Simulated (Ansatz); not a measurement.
## PbTe, carrier doping

Base system: PbTe in the rock salt structure (space group Fm-3m, No. 225; a = 6.569 Å).

Carriers are added at fixed cell with a uniform background; the Fermi–Dirac width is that of 300 K.

Level of theory: PBE (Ansatz, a first-principles code, PAW, scalar-relativistic without spin-orbit coupling).

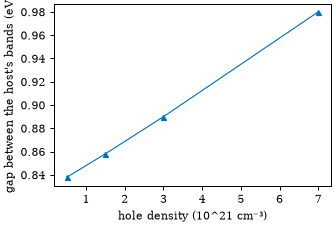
Gap between the host's bands against hole density

| hole density (10^21 cm⁻³) | gap between the host's bands |
|---|---|
| 0.5 | 0.84 eV |
| 1.5 | 0.86 eV |
| 3 | 0.89 eV |
| 7 | 0.98 eV |

Charged cell with a jellium background: band edges are those of the host's band count, energies are not comparable with the neutral cell, and many-body gap narrowing is missing. With Pb and Te present, leaving out spin-orbit coupling can change the band edges. Stability against distortions was not tested.
